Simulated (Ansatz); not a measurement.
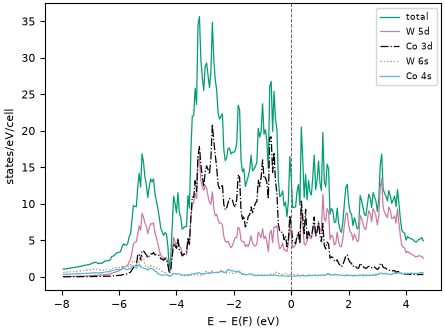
Figure. Total and projected density of states of Co$_{6}$W$_{7}$ in space group R-3m (No. 166; Pearson symbol hR13), PBE in the plane-wave PAW code Ansatz

### Question
Which orbitals carry the states next to the Fermi level?

### Answer
Within 0.5 eV of the Fermi level: Co 3d 53 %, W 5d 41 %. Projections are on Löwdin-orthogonalised atomic valence shells; empty p or d shells of many metals are not among them.

### Question
Where is the tallest occupied peak in this window, and what makes it?

### Answer
Near -3.2 eV, about 36 states/eV per cell; the largest projected share is Co 3d.

The start of the workflow was typed in or built on a structure type; neither database checked (COD, Materials Project) lists it. Whether it is the stable phase at ambient conditions was not checked. The PBE relaxation kept the symmetry of its start; whether a distortion lowers the energy is not shown. The workflow began spin-polarised and lost its moments. Scalar-relativistic: spin–orbit coupling is off unless named, which matters more the heavier the elements.

Potentials: the earlier of the program's two PAW sets.
